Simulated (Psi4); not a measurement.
**HO2 (SMILES [O]O): UMP3/def2-TZVPPD**

What is the vertical electron affinity of HO2 at UMP3/def2-TZVPPD? 

Program for the calculation: Psi4 1.11.

## 1. Starting point

The species is HO2 (3 atoms), typed as a doublet with charge 0. As SMILES, `[O]O`. The coordinates come from a PBE0-D4/def2-TZVP relaxation.

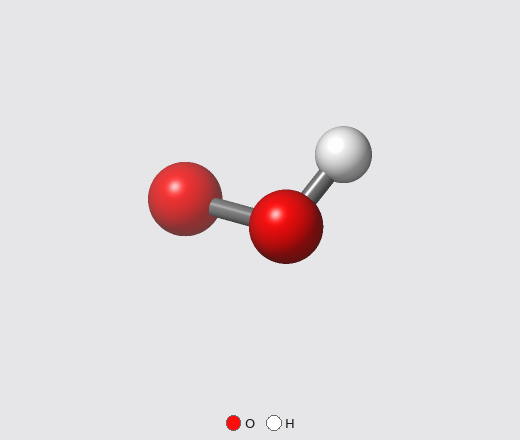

Viewed from a chosen angle; oxygen red, hydrogen white.

## 2. A single-point energy at UMP3/def2-TZVPPD

Input file ho2.in:

```
memory 1600 MB

molecule {
  0 2
  O     -0.67113623     1.78002752    -0.16752422
  O     -0.46211363    -0.67916757    -0.32586437
  H      1.13324986    -1.10085995     0.49338859
  units bohr
  symmetry c1
  no_reorient
  no_com
}

set globals {
  reference       uhf
  puream          true
  e_convergence   1e-09
  d_convergence   1e-08
  scf_type        pk
  num_frozen_docc 2
  maxiter         100
  mp_type         conv
}

energy('mp3/def2-TZVPPD')
```

On the command line:

```console
$ psi4 -n 1 ho2.in ho2.out
```

ho2.out, cut to the lines that bear on the results:

```text
[...]
  Running in c1 symmetry.
[...]
  Nuclear repulsion =   32.530556958490422
[...]
  Multiplicity = 2
[...]
  Nalpha       = 9
  Nbeta        = 8
[...]
    Number of basis functions: 97
[...]
   @UHF iter   1:  -150.18298319639132   -7.33045e-01   3.20978e-03 DIIS/ADIIS
[...]
   @UHF iter  16:  -150.24601864912378   -1.75078e-11   9.78563e-09 DIIS
[...]
   @S^2 Observed:                7.630967094E-01
[...]
    Orbital Energies [Eh]
    ---------------------
    Alpha Occupied:
       1A    -20.684454     2A    -20.674223     3A     -1.588669
       4A     -1.203281     5A     -0.778294     6A     -0.762458
       7A     -0.681712     8A     -0.524220     9A     -0.518782
    Alpha Virtual:
      10A      0.068847    11A      0.088395    12A      0.125139
      13A      0.126078    14A      0.160986    15A      0.164576
      16A      0.167092    17A      0.247928    18A      0.265375
      19A      0.276508    20A      0.326237    21A      0.346880
      22A      0.410713    23A      0.492691    24A      0.509720
      25A      0.517742    26A      0.558513    27A      0.580019
[...]
  @UHF Final Energy:  -150.24601864912378
   => Energetics <=
    Nuclear Repulsion Energy =             32.5305569584904219
    One-Electron Energy =                -271.7300128337303704
    Two-Electron Energy =                  88.9534372261161650
    Total Energy =                       -150.2460186491237835
  UHF NO Occupations:
  HONO-2 :    7  A 1.9978744
  HONO-1 :    8  A 1.9968358
[...]
 Multipole Moments:
 ------------------------------------------------------------------------------------
     Multipole            Electronic (a.u.)      Nuclear  (a.u.)        Total (a.u.)
 ------------------------------------------------------------------------------------
 L = 1.  Multiply by 2.5417464519 to convert [e a0] to [Debye]
 Dipole X            :          8.5656929           -7.9327490            0.6329439
 Dipole Y            :         -8.0590171            7.7060196           -0.3529974
 Dipole Z            :          3.7582277           -3.4537201            0.3045076
 Magnitude           :                                                    0.7860980
[...]
	SCS-MP2 Total Energy (a.u.)        :  -150.67967048860257
	SOS-MP2 Total Energy (a.u.)        :  -150.67506748687606
[...]
	SOS-PI-MP2 Total Energy (a.u.)     :  -150.70807124362622
[...]
	MP2 Total Energy (a.u.)            :  -150.68887649205567
[...]
	SCS-MP3 Total Energy (a.u.)        :  -150.68144112313803
[...]
	MP3 Total Energy (a.u.)            :  -150.69595903019757
[...]
```

Run time: 23 s. Hardware: 1 thread of AMD EPYC 9R14 (Zen 4), shared host; peak memory 1.2 GiB.

## 3. The singlet anion at the same level

Input file ho2.dat:

```
memory 1.6 GB

molecule system {
  -1 1
  O     -0.67113623     1.78002752    -0.16752422
  O     -0.46211363    -0.67916757    -0.32586437
  H      1.13324986    -1.10085995     0.49338859
  units bohr
  symmetry c1
  no_reorient
  no_com
}

set {
  basis def2-TZVPPD
  reference rhf
  puream true
  e_convergence 1e-09
  d_convergence 1e-08
  scf_type pk
  num_frozen_docc 2
  mp_type conv
}

result = energy("mp3")
print_variables()
```

On the command line:

```console
$ psi4 -n 1 ho2.dat ho2.out
```

ho2.out, cut to the lines that bear on the results:

```text
[...]
  Running in c1 symmetry.
[...]
  Nuclear repulsion =   32.530556958490422
[...]
  Multiplicity = 1
[...]
  Nalpha       = 9
  Nbeta        = 9
[...]
    Number of basis functions: 97
[...]
   @RHF iter   1:  -150.08317484855806   -6.33236e-01   5.36192e-03 ADIIS/DIIS
[...]
   @RHF iter  12:  -150.21123983331415   -1.98668e-11   9.24662e-09 DIIS
[...]
    Orbital Energies [Eh]
    ---------------------
    Doubly Occupied:
       1A    -20.323442     2A    -20.216022     3A     -1.189652
       4A     -0.790085     5A     -0.415863     6A     -0.328157
       7A     -0.301452     8A     -0.101154     9A     -0.065628
[...]
  @RHF Final Energy:  -150.21123983331415
   => Energetics <=
    Nuclear Repulsion Energy =             32.5305569584904219
    One-Electron Energy =                -278.0206851579782779
    Two-Electron Energy =                  95.2788883661737032
    Total Energy =                       -150.2112398333141527
[...]
 Multipole Moments:
 ------------------------------------------------------------------------------------
     Multipole            Electronic (a.u.)      Nuclear  (a.u.)        Total (a.u.)
 ------------------------------------------------------------------------------------
 L = 1.  Multiply by 2.5417464519 to convert [e a0] to [Debye]
 Dipole X            :          9.0304707           -7.9327490            1.0977217
 Dipole Y            :         -9.0859083            7.7060196           -1.3798887
 Dipole Z            :          3.8969889           -3.4537201            0.4432688
 Magnitude           :                                                    1.8181234
[...]
	SCS-MP2 Total Energy (a.u.)        :  -150.70156511326689
	SOS-MP2 Total Energy (a.u.)        :  -150.69558272699049
[...]
	SOS-PI-MP2 Total Energy (a.u.)     :  -150.73283987265793
[...]
	MP2 Total Energy (a.u.)            :  -150.71352988581975
[...]
	SCS-MP3 Total Energy (a.u.)        :  -150.70044764999668
[...]
	MP3 Total Energy (a.u.)            :  -150.70906003273888
[...]
```

It took 10 s on 1 thread of AMD EPYC 9R14 (Zen 4), shared host; peak memory 1.1 GiB.

## 4. Summary of results

Level: UMP3/def2-TZVPPD, 2 core orbitals frozen.

```
                                                               quantity          value
                                              doublet HO2: total energy  -150.69596 Eh
doublet HO2: HOMO energy (Hartree–Fock orbitals) (highest over α and β)      -13.12 eV
 doublet HO2: LUMO energy (Hartree–Fock orbitals) (lowest over α and β)        1.87 eV
               doublet HO2: correlation energy (2 core orbitals frozen)     -449.9 mEh
                                                      doublet HO2: ⟨S²⟩          0.763
                                            singlet anion: total energy  -150.70906 Eh
                     singlet anion: HOMO energy (Hartree–Fock orbitals)       -1.79 eV
                     singlet anion: LUMO energy (Hartree–Fock orbitals)        6.25 eV
                   singlet anion: HOMO–LUMO gap (Hartree–Fock orbitals)        8.03 eV
             singlet anion: correlation energy (2 core orbitals frozen)     -497.8 mEh
                      vertical electron affinity (to the singlet anion)       0.356 eV
```

**Reading.** At fixed nuclei the extra electron is bound by 0.36 eV (34.4 kJ/mol).
